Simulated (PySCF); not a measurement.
SMILES BrCCc1ccccc1 (C8H9Br), singlet at its GFN2-xTB optimised geometry (Å):

```
18

Br    -0.3612    -2.5834     2.6333
C     -1.9024    -2.2278     1.4855
C     -1.4748    -1.9084     0.0588
C     -0.7058    -0.6166     0.0000
C     -1.3812     0.5976     0.0001
C     -0.6815     1.7904    -0.0035
C      0.7032     1.7819    -0.0019
C      1.3832     0.5767     0.0000
C      0.6822    -0.6166     0.0000
H     -2.4279    -1.3885     1.9398
H     -2.5217    -3.1232     1.5288
H     -2.3823    -1.8320    -0.5474
H     -0.8681    -2.7281    -0.3324
H     -2.4629     0.6075    -0.0011
H     -1.2180     2.7281    -0.0061
H      1.2498     2.7132    -0.0021
H      2.4629     0.5634     0.0034
H      1.2187    -1.5544     0.0048
```

Method: PySCF with PBE/def2-SVP.

Map of the electrostatic potential (hartree/e), clipped to [-0.08, 0.12] on the plane z = 0.6 Å:

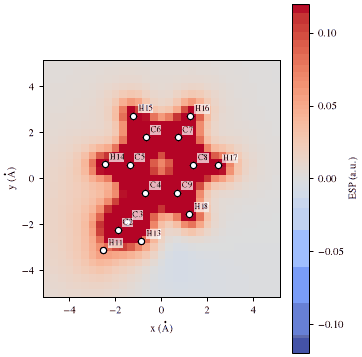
Figure: Electrostatic potential (hartree/e), clipped to [-0.08, 0.12] on the plane z = 0.6 Å.
